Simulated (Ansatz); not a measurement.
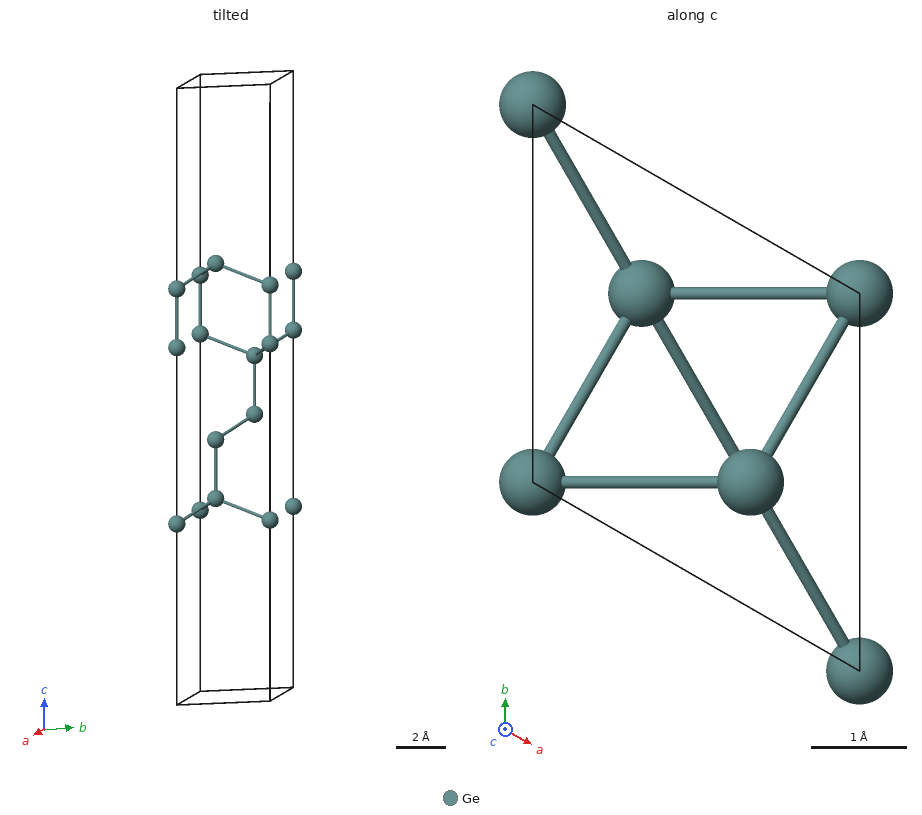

This ball-and-stick model is shown slightly off an axis and along the c axis. One simulation cell is framed, with atoms on its boundary repeated.

Notes on the structure:

The element is germanium. The cell holds eight atoms. The coordination, counted out to bonding distance, is Ge 3 to 4 (mean 3.8). The bonds build Ge layers parallel to (001).

The structure was taken from a structure listed in the Materials Project, from which a slab was cut. Earlier steps of the study may have refined or changed the cell and positions. Ansatz was used for an electronic-structure calculation on it.
